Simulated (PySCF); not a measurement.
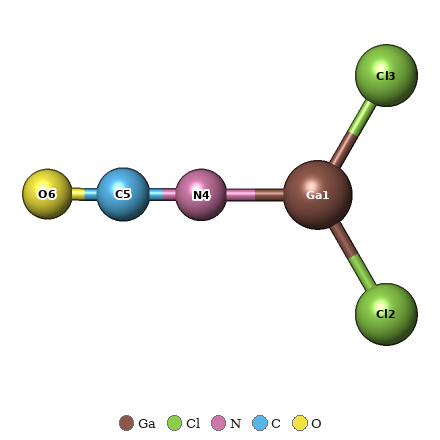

CCl₂GaNO, singlet. Vertical core-electron binding energies by ΔSCF (SCAN, pcX-2 on the ionised atom (unc-x2c-TZVPall on a metal), pcseg-1 elsewhere, spin-free X2C; PySCF 2.14.0, at a PBE0-D3(BJ)/def2-SVP geometry (no frequency check)), gas phase, against the vacuum level. One atom of each kind was ionised; within a panel, areas follow the number of like atoms and 2j + 1 (2p levels are split by first-order spin-orbit coupling, an approximation), each panel is scaled alone, Gaussians of 1.0 eV full width. Only the regions named are shown.

### Predict the Cl 2p, Cl 1s and O 1s photoelectron lines.

```csv
level,atoms,binding energy (eV)
Cl 2p1/2,"Cl2, Cl3",208.1
Cl 2p3/2,"Cl2, Cl3",206.4
Cl 1s,"Cl2, Cl3",2829.0
O 1s,O6,539.6
```

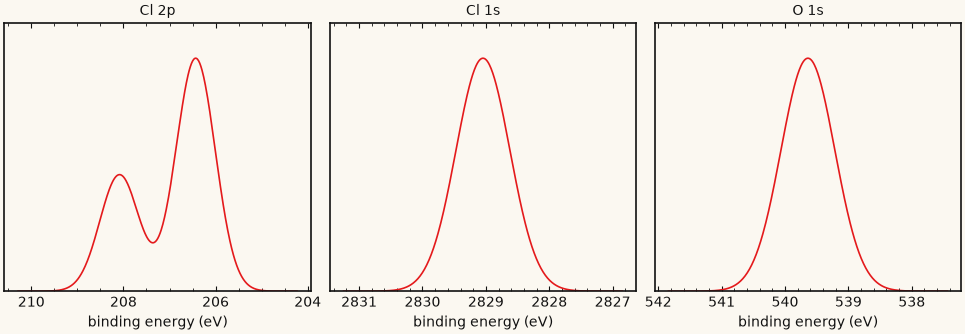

Note: one conformer of a flexible molecule.
